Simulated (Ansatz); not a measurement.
# AlN (zinc blende), frozen-phonon scan

Starting cell, AlN (zinc blende):

```yaml
crystal:
  lattice:
    - [0.00000, 4.40321, 4.40321]
    - [2.20161, 0.00000, 2.20161]
    - [2.20161, 2.20161, 0.00000]
  atoms:
    - { symbol: N, position: [0.37500, 0.75000, 0.75000] }
    - { symbol: N, position: [0.87500, 0.75000, 0.75000] }
    - { symbol: Al, position: [0.00000, 0.00000, 0.00000] }
    - { symbol: Al, position: [0.50000, 0.00000, 0.00000] }
```

The atoms are displaced by Q × the pattern below (from a DFPT mode at L = (0.5, 0.0, 0.0), largest move 1; Q in Å), at fixed cell. It is one choice among 2 degenerate patterns. (q is in reciprocal vectors of the primitive cell; the cell shown is doubled to hold the pattern.)

```csv
atom,x,y,z
N1,0.285,-0.520,0.805
N2,-0.285,0.520,-0.805
Al3,0.133,-0.242,0.374
Al4,-0.133,0.242,-0.374
```

These are PBE (plane waves to 420 eV, PAW, scalar-relativistic; Ansatz, an electronic-structure program) values and carry that method's errors. k mesh 13×13×13 (Γ-centred), Fermi-Dirac smearing 0.05 eV. E stands for the smeared free energy. AlN was relaxed with its symmetry unable to fall. ΔE is measured from the undisplaced structure.

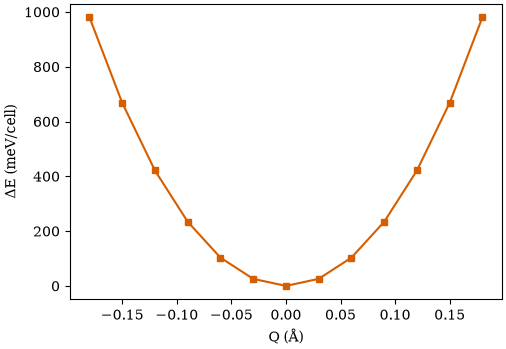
Fig. 1. ΔE (meV/cell) against Q (Å); computed points joined by lines.

The energy at Q = 0.180 Å is 981 meV/cell. Symmetry of the curve: even: the same for both signs. Harmonic wavenumber from the curvature (finite differences): 625 cm⁻¹. Wavenumber by perturbation theory (DFPT, on another k mesh): 625 cm⁻¹. Shape of the curve: a single well with its minimum at or next to zero displacement.

E″ = 56.94 eV/Å², M = Σ mᵢ|uᵢ|² = 39.7 u, ν̃ = 521.5·√(|E″|/M).

(For displaced atoms, the force is minus the slope of the energy, and its curvature is a force constant, which sets phonon frequencies.)
